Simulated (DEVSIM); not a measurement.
Device: Pd/SiO2/p-Ge capacitor, at 400 K.

```csv
layer (left to right),material,thickness (nm),Na (cm⁻³)
1,SiO2,1.90,-
2,Ge,2900,4.2e16
```

Metal gate on the left, work function 5.2 eV. Fixed charge at the semiconductor interface 1.5e10 cm⁻² (in units of +e); no interface traps.

This is a model device: material constants are rounded textbook-type values typed into the input, and sizes, dopings and lifetimes were drawn at random. Values at 300 K; Nc and Nv go as T^1.5, mobilities as T to minus their exponent, the gap by Varshni's rule with the affinity fixed.

```csv
parameter,SiO2,Ge
gap (eV),9,0.664
affinity (eV),0.9,4
permittivity,3.9,16
Nc (cm⁻³),-,1.04e19
Nv (cm⁻³),-,6e18
Varshni α (eV/K),-,0.000477
Varshni β (K),-,235
```

Simulated with DEVSIM: 1D Poisson equation in equilibrium, Boltzmann statistics, complete ionisation; no quantum confinement or tunnelling. Metal contacts follow the ideal Schottky-Mott rule: no Fermi-level pinning, no interface dipoles.

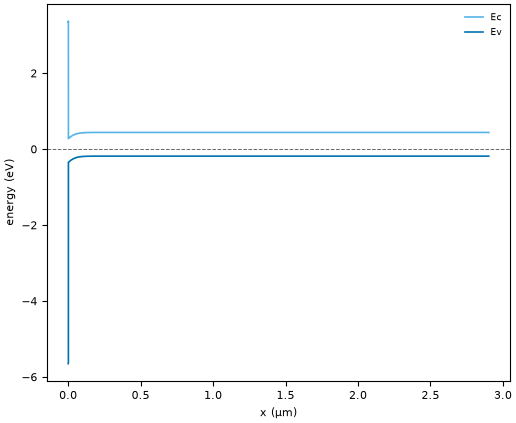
*Band edges at 0.95 V on the gate*

Energies count from the Fermi level of the right contact; mesh points crowd at the junctions.

| x (μm) | Ec (eV) | Ev (eV) | n (cm⁻³) | p (cm⁻³) | field (V/cm) |
|---|---|---|---|---|---|
| 0.000 | 3.350 | -5.650 | < 1e2 | < 1e2 | 140000 |
| 0.0007680 | 3.361 | -5.639 | < 1e2 | < 1e2 | 140000 |
| 0.001421 | 3.370 | -5.630 | < 1e2 | < 1e2 | 140000 |
| 0.002261 | 0.277 | -0.347 | 5.1e15 | 4.0e14 | 35000 |
| 0.004669 | 0.286 | -0.338 | 4.0e15 | 5.1e14 | 34000 |
| 0.008477 | 0.298 | -0.326 | 2.8e15 | 7.3e14 | 32000 |
| 0.01650 | 0.323 | -0.302 | 1.4e15 | 1.5e15 | 28000 |
| 0.04143 | 0.379 | -0.245 | 2.7e14 | 7.5e15 | 17000 |
| 0.08086 | 0.421 | -0.203 | 7.9e13 | 2.6e16 | 5800 |
| 0.1639 | 0.437 | -0.187 | 4.9e13 | 4.1e16 | 310 |
| 0.3331 | 0.438 | -0.186 | 4.8e13 | 4.2e16 | ≈ 0 |
| 0.8302 | 0.438 | -0.186 | 4.8e13 | 4.2e16 | ≈ 0 |
| 1.636 | 0.438 | -0.186 | 4.8e13 | 4.2e16 | ≈ 0 |
| 2.281 | 0.438 | -0.186 | 4.8e13 | 4.2e16 | ≈ 0 |
| 2.654 | 0.438 | -0.186 | 4.8e13 | 4.2e16 | ≈ 0 |
| 2.781 | 0.438 | -0.186 | 4.8e13 | 4.2e16 | ≈ 0 |
| 2.843 | 0.438 | -0.186 | 4.8e13 | 4.2e16 | ≈ 0 |
| 2.873 | 0.438 | -0.186 | 4.8e13 | 4.2e16 | ≈ 0 |
| 2.891 | 0.438 | -0.186 | 4.8e13 | 4.2e16 | ≈ 0 |
| 2.897 | 0.438 | -0.186 | 4.8e13 | 4.2e16 | ≈ 0 |
| 2.900 | 0.438 | -0.186 | 4.8e13 | 4.2e16 | ≈ 0 |
| 2.902 | 0.438 | -0.186 | 4.8e13 | 4.2e16 | ≈ 0 |
